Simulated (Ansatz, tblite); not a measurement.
**Al(H2O)Cl3 (AlCl3H2O): rung by rung, part 1 of 2**

Aim: run the singlet of Al(H2O)Cl3 (AlCl3H2O) at one geometry on many levels, and compare frontier levels, spin and run time.

Computed with Ansatz 0.2.0, Gaussian basis. Level: as each input shows.

Levels to be run: GFN1-xTB, GFN2-xTB, PBE-D4/def2-TZVP, r2SCAN-D4/def2-TZVP, LC-ωPBE/def2-TZVP, revPBE-D4/def2-TZVP, LDA/def2-TZVP, B97M-V/def2-TZVP, BLYP-D4/def2-TZVP, B3LYP-D4/def2-TZVP, r2SCANh-D4/def2-TZVP, PBE-D4/def2-SVP, PBE0-D4/def2-SVP, HF/STO-3G, HF/6-31G, B3LYP-D4/6-31G, PBE0-D4/def2-TZVPD, PBE-D4/def2-TZVPD, r2SCAN-D4/def2-TZVPD, CCSD(T)/def2-TZVPP, MP2/def2-TZVP, RPA/def2-TZVP.

**1. The structure**

The geometry is that of the singlet, from an earlier relaxation (PBE-D4/def2-SVP).

7 atoms, charge 0, spin multiplicity 1.

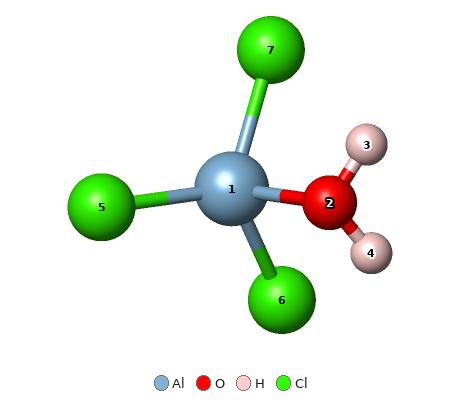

The geometry (aluminium light blue, oxygen red, hydrogen pink, chlorine green); atoms are numbered from 1 in the order of the file.

As a file:

```
Al    0.1701   -0.0523   -0.7846
O     0.1778    0.0394    1.1948
H    -0.4109   -0.6839    1.5069
H    -0.2603    0.8854    1.4384
Cl    2.1775   -0.2661   -1.3969
Cl   -0.7611    1.8488   -1.0660
Cl   -1.0932   -1.7713   -0.8927
```

PBE0-D4/def2-TZVP was run before; its log isn't repeated, and its numbers join the tables.

**2. GFN1-xTB**

Tight binding, by tblite at 300 K electronic temperature and without a spin-polarisation term:

```python
tblite.interface.Calculator('GFN1-xTB', numbers, positions, charge=0, uhf=0).singlepoint()
```

Energy -546.4579 eV, HOMO -12.71 eV, LUMO -7.27 eV; 0.006 s.

**3. GFN2-xTB**

Tight binding, by tblite at 300 K electronic temperature and without a spin-polarisation term:

```python
tblite.interface.Calculator('GFN2-xTB', numbers, positions, charge=0, uhf=0).singlepoint()
```

Energy -544.7856 eV, HOMO -11.42 eV, LUMO -5.03 eV; 0.005 s.

**4. PBE-D4/def2-TZVP**

start.molden holds the orbitals of an earlier run on this state, given as this run's starting guess.

Contents of in.yaml:

```yaml
crystal:
  periodic: [false, false, false]
  atoms:
    - {symbol: Al, position_ang: [0.170056, -0.052307, -0.784588]}
    - {symbol: O, position_ang: [0.177842, 0.039425, 1.194850]}
    - {symbol: H, position_ang: [-0.410898, -0.683909, 1.506901]}
    - {symbol: H, position_ang: [-0.260322, 0.885439, 1.438401]}
    - {symbol: Cl, position_ang: [2.177536, -0.266150, -1.396892]}
    - {symbol: Cl, position_ang: [-0.761052, 1.848785, -1.065992]}
    - {symbol: Cl, position_ang: [-1.093152, -1.771284, -0.892690]}
basis:
  gaussian: {orbitals: def2-TZVP, initial_orbitals: start.molden}
hamiltonian: {xc: pbe, dispersion: d4}
scf: {omitted_lower_state_checks: [starts]}
output: {orbitals: {seedname: orbitals}}
```

Launch:

```
ansatz run in.yaml --threads 4 --pin off --events-out ev --progress --plain --max-ram 3916MiB
```

Log:

```text
Functional definition: PBE
  name "PBE"
  cite "Perdew, Burke & Ernzerhof, Phys. Rev. Lett. 77, 3865 (1996) doi:10.1103/PhysRevLett.77.3865"
  parent pbe
  parameter kappa = 0.804
  parameter beta = 0.06672455060314922
  exchange = pbe_x(kappa = kappa, mu = beta*pi^2/3)
  correlation = pbe_c(beta = beta)
these checks for a lower state are left out or cut short: starts
1266 factors; their error is unknown
mean field evaluation 1: about -46232.3198 eV, gradient 1.6e1 eV
mean field evaluation 2: about -46232.4372 eV, gradient 1.7e-1 eV
mean field evaluation 4: about -46232.4278 eV, gradient 3.6e-4 eV
mean field -46232.42779695 eV, -1699.0103840729 hartree, gradient 9.4e-6 eV, S^2 0.000000; 0 other end points of the search recorded, 0 dependent functions left out
reference -46232.42783745 eV, -1699.0103855612 hartree; 37, 37 occupied and 154, 154 virtual orbitals, 1266 factors
Total energy: -46232.64775221 eV, -1699.0184672796 hartree
Checks for a lower state left out: starts
```

It took 1.6 s on 4 threads of Arm Neoverse V2, shared host.

Report: HOMO -7.38 eV, LUMO -1.74 eV.

**5. r2SCAN-D4/def2-TZVP**

in.yaml: that of step 4 with these lines changed.

```diff
@@ -12,3 +12,3 @@
   gaussian: {orbitals: def2-TZVP, initial_orbitals: start.molden}
-hamiltonian: {xc: pbe, dispersion: d4}
+hamiltonian: {xc: r2scan, dispersion: d4}
 scf: {omitted_lower_state_checks: [starts]}
```

The command is unchanged.

Log:

```text
Functional definition: r2SCAN
  name "r2SCAN"
  cite "Furness, Kaplan, Ning, Perdew & Sun, J. Phys. Chem. Lett. 11, 8208 (2020) doi:10.1021/acs.jpclett.0c02405"
  cite "Furness, Kaplan, Ning, Perdew & Sun, J. Phys. Chem. Lett. 11, 9248 (2020) doi:10.1021/acs.jpclett.0c03077"
  parent r2scan
  parameter k0 = 0.174
  parameter k1 = 0.065
  parameter a1 = 4.9479
  exchange = r2scan_x(k0 = k0, k1 = k1, a1 = a1)
  correlation = r2scan_c
these checks for a lower state are left out or cut short: starts
1266 factors; their error is unknown
mean field evaluation 1: about -46249.7649 eV, gradient 1.1e1 eV
mean field evaluation 2: about -46249.7949 eV, gradient 5.7e-2 eV
mean field evaluation 4: about -46249.7821 eV, gradient 1.2e-4 eV
mean field -46249.78206750 eV, -1699.6481417525 hartree, gradient 1.1e-5 eV, S^2 0.000000; 0 other end points of the search recorded, 0 dependent functions left out
reference -46249.78207808 eV, -1699.6481421414 hartree; 37, 37 occupied and 154, 154 virtual orbitals, 1266 factors
Total energy: -46249.83435229 eV, -1699.6500631829 hartree
Checks for a lower state left out: starts
```

It took 3.7 s on 4 threads of Arm Neoverse V2, shared host.

Report: HOMO -7.76 eV, LUMO -1.12 eV.

**6. LC-ωPBE/def2-TZVP**

in.yaml: that of step 5 with these lines changed.

```diff
@@ -12,4 +12,4 @@
   gaussian: {orbitals: def2-TZVP, initial_orbitals: start.molden}
-hamiltonian: {xc: r2scan, dispersion: d4}
+hamiltonian: {xc: {name: LC-wPBE}}
 scf: {omitted_lower_state_checks: [starts]}
-output: {orbitals: {seedname: orbitals}}
+output: {forces: true, orbitals: {seedname: orbitals}}
```

Same command.

Log (excerpt; [...] marks lines left out):

```text
Functional definition: LC-wPBE
  name "LC-wPBE"
  cite "Vydrov & Scuseria, J. Chem. Phys. 125, 234109 (2006) doi:10.1063/1.2409292"
  cite "Heyd & Scuseria, J. Chem. Phys. 120, 7274 (2004) doi:10.1063/1.1668634"
  cite "Ernzerhof & Perdew, J. Chem. Phys. 109, 3313 (1998) doi:10.1063/1.476928"
  cite "Perdew, Burke & Ernzerhof, Phys. Rev. Lett. 77, 3865 (1996) doi:10.1103/PhysRevLett.77.3865"
  parent pbe
[...]
1266 factors; their error is unknown
347 factors; integrals over basis functions are off by at most 3.3e-5 eV
[...]
mean field -46240.23051863 eV, -1699.2971288058 hartree, gradient 1.0e-5 eV, S^2 0.000000; 0 other end points of the search recorded, 0 dependent functions left out
[...]
reference -46240.23051864 eV, -1699.2971288061 hartree; 37, 37 occupied and 154, 154 virtual orbitals, 1266 factors
Total energy: -46240.23051864 eV, -1699.2971288061 hartree
Atom 0 at     0.170056    -0.052307    -0.784588 Å, force     0.015996     0.000526     0.075548 eV/Å
Atom 1 at     0.177842     0.039425     1.194850 Å, force    -0.865831     0.084121     0.076008 eV/Å
Atom 2 at    -0.410898    -0.683909     1.506901 Å, force     0.474950     0.431358    -0.158491 eV/Å
Atom 3 at    -0.260322     0.885439     1.438401 Å, force     0.382937    -0.526050    -0.122112 eV/Å
Atom 4 at     2.177536    -0.266150    -1.396892 Å, force    -0.526998     0.055779     0.142953 eV/Å
Atom 5 at    -0.761052     1.848785    -1.065992 Å, force     0.220824    -0.441040     0.012951 eV/Å
Atom 6 at    -1.093152    -1.771284    -0.892690 Å, force     0.298120     0.395306    -0.026857 eV/Å
Dipole moment:    -0.256792     0.070685     0.965458 e Å
Checks for a lower state left out: starts
```

It took 2.5 s on 4 threads of Arm Neoverse V2, shared host.

HOMO -11.62 eV, LUMO 1.37 eV.

**7. revPBE-D4/def2-TZVP**

in.yaml: that of step 6 with these lines changed.

```diff
@@ -12,4 +12,4 @@
   gaussian: {orbitals: def2-TZVP, initial_orbitals: start.molden}
-hamiltonian: {xc: {name: LC-wPBE}}
+hamiltonian: {xc: {name: revPBE}, dispersion: d4}
 scf: {omitted_lower_state_checks: [starts]}
-output: {forces: true, orbitals: {seedname: orbitals}}
+output: {orbitals: {seedname: orbitals}}
```

The command is unchanged.

Log:

```text
Functional definition: revPBE
  name "revPBE"
  cite "Zhang & Yang, Phys. Rev. Lett. 80, 890 (1998) doi:10.1103/PhysRevLett.80.890"
  cite "Perdew, Burke & Ernzerhof, Phys. Rev. Lett. 77, 3865 (1996) doi:10.1103/PhysRevLett.77.3865"
  parameter kappa = 1.245
  parameter beta = 0.06672455060314922
  exchange = pbe_x(kappa = kappa, mu = beta*pi^2/3)
  correlation = pbe_c(beta = beta)
these checks for a lower state are left out or cut short: starts
1266 factors; their error is unknown
mean field evaluation 1: about -46244.4525 eV, gradient 1.4e1 eV
mean field evaluation 2: about -46244.5226 eV, gradient 1.2e-1 eV
mean field evaluation 4: about -46244.5125 eV, gradient 2.5e-4 eV
mean field -46244.51253829 eV, -1699.4544901259 hartree, gradient 7.5e-6 eV, S^2 0.000000; 0 other end points of the search recorded, 0 dependent functions left out
reference -46244.51258877 eV, -1699.4544919807 hartree; 37, 37 occupied and 154, 154 virtual orbitals, 1266 factors
Total energy: -46245.05001506 eV, -1699.4742420326 hartree
Checks for a lower state left out: starts
```

Wall time 1.6 s (4 threads of Arm Neoverse V2, shared host).

Report: HOMO -7.33 eV, LUMO -1.62 eV.

**8. LDA/def2-TZVP**

in.yaml: that of step 7 with these lines changed.

```diff
@@ -12,3 +12,3 @@
   gaussian: {orbitals: def2-TZVP, initial_orbitals: start.molden}
-hamiltonian: {xc: {name: revPBE}, dispersion: d4}
+hamiltonian: {xc: lda}
 scf: {omitted_lower_state_checks: [starts]}
```

Same command.

Log:

```text
Functional definition: SPW92
  name "SPW92"
  cite "Dirac, Proc. Camb. Phil. Soc. 26, 376 (1930) doi:10.1017/S0305004100016108"
  cite "Slater, Phys. Rev. 81, 385 (1951) doi:10.1103/PhysRev.81.385"
  cite "Perdew & Wang, Phys. Rev. B 45, 13244 (1992) doi:10.1103/PhysRevB.45.13244"
  exchange = slater_x
  correlation = pw_c
these checks for a lower state are left out or cut short: starts
1266 factors; their error is unknown
mean field evaluation 1: about -46088.5328 eV, gradient 3.8e1 eV
mean field evaluation 2: about -46089.0029 eV, gradient 6.2e-1 eV
mean field evaluation 4: about -46088.9950 eV, gradient 2.6e-1 eV
mean field -46088.99508656 eV, -1693.7393291881 hartree, gradient 6.3e-5 eV, S^2 0.000000; 0 other end points of the search recorded, 0 dependent functions left out
reference -46088.99512431 eV, -1693.7393305753 hartree; 37, 37 occupied and 154, 154 virtual orbitals, 1266 factors
Total energy: -46088.99512431 eV, -1693.7393305753 hartree
Checks for a lower state left out: starts
```

It took 0.95 s on 4 threads of Arm Neoverse V2, shared host.

Report: HOMO -7.53 eV, LUMO -1.93 eV.

**9. B97M-V/def2-TZVP**

in.yaml: that of step 8 with these lines changed.

```diff
@@ -12,3 +12,3 @@
   gaussian: {orbitals: def2-TZVP, initial_orbitals: start.molden}
-hamiltonian: {xc: lda}
+hamiltonian: {xc: {name: B97M-V}}
 scf: {omitted_lower_state_checks: [starts]}
```

The command is unchanged.

Log (excerpt; [...] marks lines left out):

```text
Functional definition: B97M-V
  name "B97M-V"
  cite "Mardirossian & Head-Gordon, J. Chem. Phys. 142, 074111 (2015) doi:10.1063/1.4907719"
  cite "Becke, J. Chem. Phys. 107, 8554 (1997) doi:10.1063/1.475007"
  cite "Vydrov & Van Voorhis, J. Chem. Phys. 133, 244103 (2010) doi:10.1063/1.3521275"
  # Of w^i u^j: cxij and so on, Table III.
[...]
  gx(w, u) = cx00 + cx01*u + cx02*u^2 + (cx10 + cx11*u)*w
  gss(w, u) = css00 + css02*u^2 + css10*w + (css32*w^3 + css42*w^4)*u^2
  gos(w, u) = cos00 + cos01*u + cos03*u^3 + cos10*w + cos32*w^3*u^2
[...]
      + integral(e_c_pw_mod_opposite_spin*gos(b97_w_opposite, b97_u_opposite)) + vv10(b, c)
[...]
1266 factors; their error is unknown
[...]
mean field -46241.94313419 eV, -1699.3600662666 hartree, gradient 1.0e-5 eV, S^2 0.000000; 0 other end points of the search recorded, 0 dependent functions left out
reference -46241.94318994 eV, -1699.3600683155 hartree; 37, 37 occupied and 154, 154 virtual orbitals, 1266 factors
Total energy: -46241.94318994 eV, -1699.3600683155 hartree
Checks for a lower state left out: starts
```

Run time: 7 s. Hardware: 4 threads of Arm Neoverse V2, shared host.

HOMO -7.82 eV, LUMO -1.48 eV.

**10. BLYP-D4/def2-TZVP**

in.yaml: that of step 9 with these lines changed.

```diff
@@ -12,3 +12,3 @@
   gaussian: {orbitals: def2-TZVP, initial_orbitals: start.molden}
-hamiltonian: {xc: {name: B97M-V}}
+hamiltonian: {xc: {name: BLYP}, dispersion: d4}
 scf: {omitted_lower_state_checks: [starts]}
```

The command is unchanged.

Log:

```text
Functional definition: BLYP
  name "BLYP"
  cite "Becke, Phys. Rev. A 38, 3098 (1988) doi:10.1103/PhysRevA.38.3098"
  cite "Lee, Yang & Parr, Phys. Rev. B 37, 785 (1988) doi:10.1103/PhysRevB.37.785"
  parameter beta = 0.0042
  parameter a = 0.04918
  parameter b = 0.132
  parameter c = 0.2533
  parameter d = 0.349
  exchange = b88_x(beta = beta)
  correlation = lyp_c(a = a, b = b, c = c, d = d)
these checks for a lower state are left out or cut short: starts
1266 factors; their error is unknown
mean field evaluation 1: about -46252.8415 eV, gradient 2.1e1 eV
mean field evaluation 2: about -46253.0980 eV, gradient 3.0e-1 eV
mean field evaluation 4: about -46253.0894 eV, gradient 2.8e-1 eV
mean field -46253.08950885 eV, -1699.7696879802 hartree, gradient 8.6e-5 eV, S^2 0.000000; 0 other end points of the search recorded, 0 dependent functions left out
reference -46253.08987706 eV, -1699.7697015115 hartree; 37, 37 occupied and 154, 154 virtual orbitals, 1266 factors
Total energy: -46253.55444359 eV, -1699.7867740167 hartree
Checks for a lower state left out: starts
```

It took 1.6 s on 4 threads of Arm Neoverse V2, shared host.

HOMO -7.20 eV, LUMO -1.77 eV.

**11. B3LYP-D4/def2-TZVP**

in.yaml: that of step 10 with these lines changed.

```diff
@@ -12,3 +12,3 @@
   gaussian: {orbitals: def2-TZVP, initial_orbitals: start.molden}
-hamiltonian: {xc: {name: BLYP}, dispersion: d4}
+hamiltonian: {xc: {name: B3LYP}, dispersion: d4}
 scf: {omitted_lower_state_checks: [starts]}
```

Launched as before.

Log (excerpt; [...] marks lines left out):

```text
Functional definition: B3LYP
  name "B3LYP"
  cite "Stephens, Devlin, Chabalowski & Frisch, J. Phys. Chem. 98, 11623 (1994) doi:10.1021/j100096a001"
  cite "Becke, Phys. Rev. A 38, 3098 (1988) doi:10.1103/PhysRevA.38.3098"
  cite "Lee, Yang & Parr, Phys. Rev. B 37, 785 (1988) doi:10.1103/PhysRevB.37.785"
  cite "Vosko, Wilk & Nusair, Can. J. Phys. 58, 1200 (1980) doi:10.1139/p80-159"
[...]
1287 factors; their error is unknown
[...]
mean field -46255.56069747 eV, -1699.8605024867 hartree, gradient 1.7e-5 eV, S^2 0.000000; 0 other end points of the search recorded, 0 dependent functions left out
reference -46255.56097209 eV, -1699.8605125791 hartree; 37, 37 occupied and 154, 154 virtual orbitals, 1287 factors
Total energy: -46255.92006108 eV, -1699.8737088561 hartree
Checks for a lower state left out: starts
```

Run time: 2.6 s. Hardware: 4 threads of Arm Neoverse V2, shared host; peak memory 0.55 GiB.

From the report: HOMO -8.50 eV, LUMO -1.22 eV.

**12. r2SCANh-D4/def2-TZVP**

in.yaml: that of step 11 with these lines changed.

```diff
@@ -12,3 +12,3 @@
   gaussian: {orbitals: def2-TZVP, initial_orbitals: start.molden}
-hamiltonian: {xc: {name: B3LYP}, dispersion: d4}
+hamiltonian: {xc: {name: r2SCANh}, dispersion: d4}
 scf: {omitted_lower_state_checks: [starts]}
```

Launched as before.

Log (excerpt; [...] marks lines left out):

```text
Functional definition: r2SCANh
  name "r2SCANh"
  cite "Bursch, Neugebauer, Ehlert & Grimme, J. Chem. Phys. 156, 134105 (2022) doi:10.1063/5.0086040"
  cite "Furness, Kaplan, Ning, Perdew & Sun, J. Phys. Chem. Lett. 11, 8208 (2020) doi:10.1021/acs.jpclett.0c02405"
  cite "Furness, Kaplan, Ning, Perdew & Sun, J. Phys. Chem. Lett. 11, 9248 (2020) doi:10.1021/acs.jpclett.0c03077"
  parent r2scan
[...]
1266 factors; their error is unknown
[...]
mean field -46249.50620822 eV, -1699.6380041109 hartree, gradient 7.1e-6 eV, S^2 0.000000; 0 other end points of the search recorded, 0 dependent functions left out
reference -46249.50621791 eV, -1699.6380044668 hartree; 37, 37 occupied and 154, 154 virtual orbitals, 1266 factors
Total energy: -46249.56346039 eV, -1699.6401080894 hartree
Checks for a lower state left out: starts
```

Run time: 4.6 s. Hardware: 4 threads of Arm Neoverse V2, shared host; peak memory 0.57 GiB.

Report: HOMO -8.27 eV, LUMO -0.85 eV.

**13. PBE-D4/def2-SVP**

in.yaml: that of step 12 with these lines changed.

```diff
@@ -11,4 +11,4 @@
 basis:
-  gaussian: {orbitals: def2-TZVP, initial_orbitals: start.molden}
-hamiltonian: {xc: {name: r2SCANh}, dispersion: d4}
+  gaussian: {orbitals: def2-SVP, initial_orbitals: start.molden}
+hamiltonian: {xc: pbe, dispersion: d4}
 scf: {omitted_lower_state_checks: [starts]}
```

Launched as before.

Log:

```text
Functional definition: PBE
  name "PBE"
  cite "Perdew, Burke & Ernzerhof, Phys. Rev. Lett. 77, 3865 (1996) doi:10.1103/PhysRevLett.77.3865"
  parent pbe
  parameter kappa = 0.804
  parameter beta = 0.06672455060314922
  exchange = pbe_x(kappa = kappa, mu = beta*pi^2/3)
  correlation = pbe_c(beta = beta)
these checks for a lower state are left out or cut short: starts
1037 factors; their error is unknown
mean field evaluation 1: about -46214.3472 eV, gradient 1.0e1 eV
mean field evaluation 2: about -46214.5513 eV, gradient 1.7e-1 eV
mean field evaluation 4: about -46214.4939 eV, gradient 1.5e-4 eV
mean field -46214.49392679 eV, -1698.3513265005 hartree, gradient 1.0e-5 eV, S^2 0.000000; 0 other end points of the search recorded, 0 dependent functions left out
reference -46214.49396180 eV, -1698.3513277869 hartree; 37, 37 occupied and 59, 59 virtual orbitals, 1037 factors
Total energy: -46214.71387656 eV, -1698.3594095053 hartree
Checks for a lower state left out: starts
```

Run time: 0.75 s. Hardware: 4 threads of Arm Neoverse V2, shared host.

From the report: HOMO -7.14 eV, LUMO -1.36 eV.

**14. PBE0-D4/def2-SVP**

in.yaml: that of step 13 with these lines changed.

```diff
@@ -12,3 +12,3 @@
   gaussian: {orbitals: def2-SVP, initial_orbitals: start.molden}
-hamiltonian: {xc: pbe, dispersion: d4}
+hamiltonian: {xc: pbe0, dispersion: d4}
 scf: {omitted_lower_state_checks: [starts]}
```

Same command.

Log:

```text
Functional definition: PBE0
  name "PBE0"
  cite "Adamo & Barone, J. Chem. Phys. 110, 6158 (1999) doi:10.1063/1.478522"
  cite "Perdew, Burke & Ernzerhof, Phys. Rev. Lett. 77, 3865 (1996) doi:10.1103/PhysRevLett.77.3865"
  parent pbe
  parameter a = 0.25
  parameter kappa = 0.804
  parameter beta = 0.06672455060314922
  exchange = (1 - a)*pbe_x(kappa = kappa, mu = beta*pi^2/3) + a*exact_x
  correlation = pbe_c(beta = beta)
these checks for a lower state are left out or cut short: starts
868 factors; integrals over basis functions are off by at most 1.1e-3 eV
mean field evaluation 1: about -46218.2048 eV, gradient 7.1e0 eV
mean field evaluation 2: about -46218.3310 eV, gradient 9.0e-2 eV
mean field evaluation 4: about -46218.4785 eV, gradient 9.1e-4 eV
mean field -46218.47850086 eV, -1698.4977568968 hartree, gradient 4.1e-5 eV, S^2 0.000000; 0 other end points of the search recorded, 0 dependent functions left out
reference -46218.47852656 eV, -1698.4977578410 hartree; 37, 37 occupied and 59, 59 virtual orbitals, 868 factors
Total energy: -46218.66904066 eV, -1698.5047591051 hartree
Checks for a lower state left out: starts
```

Wall time 1.1 s (4 threads of Arm Neoverse V2, shared host).

Report: HOMO -8.62 eV, LUMO -0.45 eV.

**15. HF/STO-3G**

in.yaml: that of step 14 with these lines changed.

```diff
@@ -11,4 +11,4 @@
 basis:
-  gaussian: {orbitals: def2-SVP, initial_orbitals: start.molden}
-hamiltonian: {xc: pbe0, dispersion: d4}
+  gaussian: {orbitals: STO-3G}
+hamiltonian: {xc: hf}
 scf: {omitted_lower_state_checks: [starts]}
```

Same command.

Log:

```text
Functional definition: HF
  name "HF"
  cite "Fock, Z. Phys. 61, 126 (1930) doi:10.1007/BF01340294"
  parent pbe
  exchange = exact_x
  correlation = 0
these checks for a lower state are left out or cut short: starts
485 factors; integrals over basis functions are off by at most 6.4e-5 eV
mean field evaluation 1: about -45659.9936 eV, gradient 2.4e1 eV
mean field evaluation 2: about -45660.0399 eV, gradient 2.4e1 eV
mean field evaluation 4: about -45662.6457 eV, gradient 1.1e0 eV
mean field evaluation 8: about -45662.6524 eV, gradient 8.2e-6 eV
mean field -45662.65236294 eV, -1678.0715230805 hartree, gradient 3.7e-5 eV, S^2 0.000000; 0 other end points of the search recorded, 0 dependent functions left out
reference -45662.65236294 eV, -1678.0715230805 hartree; 37, 37 occupied and 6, 6 virtual orbitals, 485 factors
Total energy: -45662.65236294 eV, -1678.0715230805 hartree
Checks for a lower state left out: starts
```

It took 0.1 s on 4 threads of Arm Neoverse V2, shared host.

Report: HOMO -10.21 eV, LUMO 7.18 eV.

**16. HF/6-31G**

in.yaml: that of step 15 with these lines changed.

```diff
@@ -11,3 +11,3 @@
 basis:
-  gaussian: {orbitals: STO-3G}
+  gaussian: {orbitals: 6-31G}
 hamiltonian: {xc: hf}
```

Launched as before.

Log:

```text
Functional definition: HF
  name "HF"
  cite "Fock, Z. Phys. 61, 126 (1930) doi:10.1007/BF01340294"
  parent pbe
  exchange = exact_x
  correlation = 0
these checks for a lower state are left out or cut short: starts
697 factors; integrals over basis functions are off by at most 2.2e-4 eV
mean field evaluation 1: about -46162.2849 eV, gradient 2.7e1 eV
mean field evaluation 2: about -46162.2893 eV, gradient 2.7e1 eV
mean field evaluation 4: about -46164.3131 eV, gradient 2.3e0 eV
mean field evaluation 8: about -46164.3279 eV, gradient 6.6e-5 eV
mean field -46164.32792997 eV, -1696.5077601209 hartree, gradient 1.7e-5 eV, S^2 0.000000; 0 other end points of the search recorded, 0 dependent functions left out
reference -46164.32792997 eV, -1696.5077601209 hartree; 37, 37 occupied and 28, 28 virtual orbitals, 697 factors
Total energy: -46164.32792997 eV, -1696.5077601209 hartree
Checks for a lower state left out: starts
```

Run time: 0.25 s. Hardware: 4 threads of Arm Neoverse V2, shared host.

From the report: HOMO -12.52 eV, LUMO 2.04 eV.

(Continued in part 2 of 2.)
